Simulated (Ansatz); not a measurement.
The reference is MgF$_{2}$ in the rutile structure (space group P4_2/mnm, No. 136; a = 4.639 Å, c = 3.062 Å).

It is then changed as follows: a hydrostatic pressure of 15 GPa.

The values are results of Ansatz (a quantum-chemistry and plane-wave program), PBEsol, PAW, cutoff 420 eV, no spin-orbit coupling, not measurements.

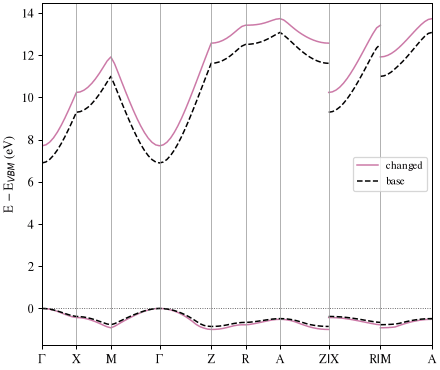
Fig. 1. Highest valence and lowest conduction band along the path, each from its own valence-band maximum

Task: From the figure, how large is the changed gap, and is it direct?

Result: About 7.7 eV, direct at Γ.

Load acts through the strain it causes; cell and atoms are relaxed under it. Stability against distortions was not tested. Competing high-pressure phases were not computed.
